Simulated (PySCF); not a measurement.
# What a change does: excited-state calculation on C2H9GeN

System: C2H9GeN, SMILES C[NH][GeH2][CH3].
Method of the first run: TDDFT HF/def2-SVPD, vertical, gas phase, core orbitals frozen in the response (PySCF 2.14.0).

The geometry comes from this level: PBE0-D3(BJ)/def2-SVP. Text and figures count atoms from 1; the logs count them from 0 in places.

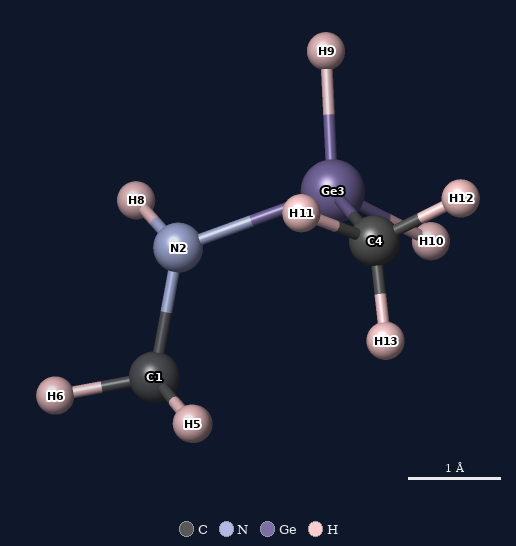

**Figure 1.** The input geometry (ball-and-stick view, seen at a tilt; atoms are numbered from 1 in the order of the input). Sticks mark near contacts.

## Input file, the first run
```
{"job": {"kind": "uv", "xc": "HF", "basis": "def2-SVPD", "ip": true}, "charge": 0, "multiplicity": 1}
C      1.633897     0.682442     0.344242
N      0.870265    -0.503332     0.652050
Ge    -0.687341    -0.867380    -0.255564
C     -1.986574     0.514211     0.187202
H      0.973774     1.565369     0.336664
H      2.393886     0.873154     1.121577
H      2.160142     0.666125    -0.633429
H      1.460910    -1.319264     0.780507
H     -1.138688    -2.258002     0.234018
H     -0.491352    -0.912760    -1.797695
H     -2.063185     0.613413     1.279412
H     -2.975944     0.259980    -0.219917
H     -1.682433     1.483987    -0.233524
```

The first line tells a small driver script what to run in PySCF; the rest is the geometry in Å.

Launched with:
```bash
OMP_NUM_THREADS=1 python <driver script> task.json out
```

Hardware: 1 CPU thread, shared host.

## Output (the first run)
```
final grid: 94800 points
cycle   1  E = -2210.3912352402  dE = -4.662e-01  |g| = 3.725e-01  |ddm| = 3.971e+00
cycle   2  E = -2210.4326538760  dE = -4.142e-02  |g| = 1.458e-01  |ddm| = 8.098e-01
cycle   3  E = -2210.4368076265  dE = -4.154e-03  |g| = 5.637e-02  |ddm| = 2.428e-01
cycle   4  E = -2210.4375153448  dE = -7.077e-04  |g| = 7.318e-03  |ddm| = 1.295e-01
cycle   5  E = -2210.4375358769  dE = -2.053e-05  |g| = 2.379e-03  |ddm| = 2.518e-02
cycle   6  E = -2210.4375383937  dE = -2.517e-06  |g| = 6.788e-04  |ddm| = 1.074e-02
cycle   7  E = -2210.4375386703  dE = -2.766e-07  |g| = 2.247e-04  |ddm| = 2.798e-03
cycle   8  E = -2210.4375387095  dE = -3.919e-08  |g| = 8.407e-05  |ddm| = 1.355e-03
cycle   9  E = -2210.4375387139  dE = -4.458e-09  |g| = 2.352e-05  |ddm| = 3.046e-04
cycle  10  E = -2210.4375387144  dE = -4.829e-10  |g| = 6.012e-06  |ddm| = 9.089e-05
converged SCF energy = -2210.4375387144

Static polarisability (au): isotropic 61.291, principal 56.265 61.464 66.143

Singlet excitations
state   eV       nm        f      main configurations
  1   7.0271    176.4   0.00625   H->L 0.35, H->L+1 0.22, H->L+2 0.16
  2   8.2109    151.0   0.04606   H->L+1 0.39, H->L 0.27, H->L+4 0.10
  3   8.4173    147.3   0.05400   H->L+2 0.34, H->L 0.15, H->L+3 0.14
  4   8.7402    141.9   0.02247   H->L+3 0.54, H->L+2 0.21
  5   8.9503    138.5   0.12883   H->L+5 0.47, H->L+4 0.18
  6   9.3376    132.8   0.09160   H->L+4 0.24, H-1->L+1 0.18, H->L+5 0.18
  7   9.5416    129.9   0.06273   H-1->L+1 0.21, H-1->L 0.20, H->L+7 0.19
  8   9.7177    127.6   0.05627   H-2->L+1 0.28, H-1->L 0.12, H-1->L+3 0.12
  9   9.8532    125.8   0.22362   H-2->L 0.42, H->L+7 0.09
 10   9.8714    125.6   0.00727   H-1->L+1 0.14, H-1->L+3 0.12, H-1->L+2 0.10

Triplet excitations (Tamm-Dancoff, eV): 6.5484 7.6297 7.9755 8.1495
Vertical ionisation energy (delta-SCF) = 7.4979 eV
```

For the second run the input was changed thus:
```diff
-"xc": "HF"
+"xc": "B3LYP"
```

How does the second run compare with the first run?

The total energies belong to different methods, so their difference says nothing on which is more stable or more accurate. The HOMO goes from −9.89 to −6.29 eV. The LUMO goes from 2.45 to 0.27 eV. The dipole moment goes from 0.43 to 0.40 D. The lowest excitation goes from 7.03 to 5.51 eV. The strongest computed line goes from 9.85 to 6.95 eV. The method changes from HF to B3LYP. The SCF takes 11 iterations against 10.

## Output (the second run)
```
coarse grid: 45144 points
cycle   1  E = -2213.0105711762  dE = -5.561e-01  |g| = 6.286e-01  |ddm| = 4.345e+00
cycle   2  E = -2212.9210352078  dE =  8.954e-02  |g| = 8.994e-01  |ddm| = 2.232e+00
cycle   3  E = -2213.0804155381  dE = -1.594e-01  |g| = 1.161e-01  |ddm| = 1.431e+00
cycle   4  E = -2213.0831969844  dE = -2.781e-03  |g| = 2.943e-02  |ddm| = 1.976e-01
cycle   5  E = -2213.0833718380  dE = -1.749e-04  |g| = 6.551e-03  |ddm| = 4.492e-02
cycle   6  E = -2213.0833830879  dE = -1.125e-05  |g| = 2.226e-03  |ddm| = 1.283e-02
cycle   7  E = -2213.0833840805  dE = -9.926e-07  |g| = 2.238e-04  |ddm| = 2.839e-03
final grid: 94800 points
cycle   8  E = -2213.0833523064  dE = -7.317e-08  |g| = 2.686e-04  |ddm| = 8.246e-03
cycle   9  E = -2213.0833522990  dE =  7.354e-09  |g| = 3.435e-04  |ddm| = 8.226e-04
cycle  10  E = -2213.0833523223  dE = -2.324e-08  |g| = 3.284e-05  |ddm| = 4.002e-04
cycle  11  E = -2213.0833523225  dE = -2.506e-10  |g| = 1.233e-05  |ddm| = 6.092e-05
converged SCF energy = -2213.0833523225

Static polarisability (au): isotropic 67.083, principal 60.960 66.851 73.437

Singlet excitations
state   eV       nm        f      main configurations
  1   5.5074    225.1   0.00184   H->L 0.87, H->L+1 0.11
  2   5.9114    209.7   0.02417   H->L+1 0.86, H->L 0.11
  3   6.2986    196.8   0.03640   H->L+2 0.97
  4   6.6585    186.2   0.01248   H->L+3 0.97
  5   6.9459    178.5   0.03793   H->L+4 0.94
  6   7.1337    173.8   0.00627   H->L+5 0.97
  7   7.6373    162.3   0.03704   H->L+6 0.93
  8   7.9511    155.9   0.02380   H->L+7 0.59, H->L+8 0.26, H-1->L 0.11
  9   7.9878    155.2   0.00211   H-1->L 0.83, H->L+7 0.14
 10   8.0110    154.8   0.02123   H->L+8 0.67, H->L+7 0.23

Triplet excitations (Tamm-Dancoff, eV): 5.2731 5.6960 6.0696 6.4748
Vertical ionisation energy (delta-SCF) = 8.5983 eV
```

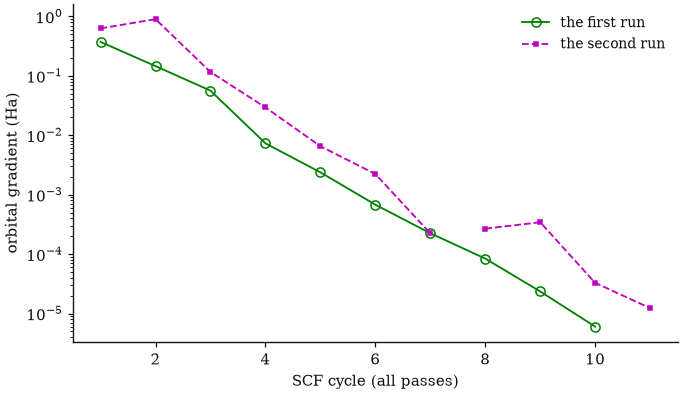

**Figure 2.** Convergence of the two runs: orbital gradient against the SCF cycle. A break in a curve parts two SCF passes (coarse and final grid). The first run takes 10 cycles in all, and the second run takes 11.

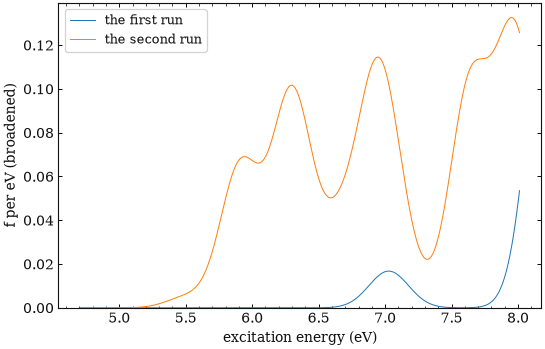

**Figure 3.** Absorption of the two runs from their computed states, each broadened by a Gaussian of 0.35 eV full width; the range ends where the shorter list of states ends.

## The two runs side by side

| quantity | the first run | the second run |
| --- | --- | --- |
| outcome | converged | converged |
| total energy (hartree) | −2210.437539 | −2213.083352 |
| HOMO (eV) | −9.89 | −6.29 |
| LUMO (eV) | 2.45 | 0.27 |
| dipole moment (D) | 0.43 | 0.40 |
| lowest excitation (eV) | 7.03 | 5.51 |
| SCF iterations | 10 | 11 |
| strongest computed line (eV) | 9.85 | 6.95 |
| basis functions | 170 | 170 |
| wall time (shared host) | 12 s | 35 s |

For both runs: Spin–orbit coupling is left out, which matters for the heavy atoms.
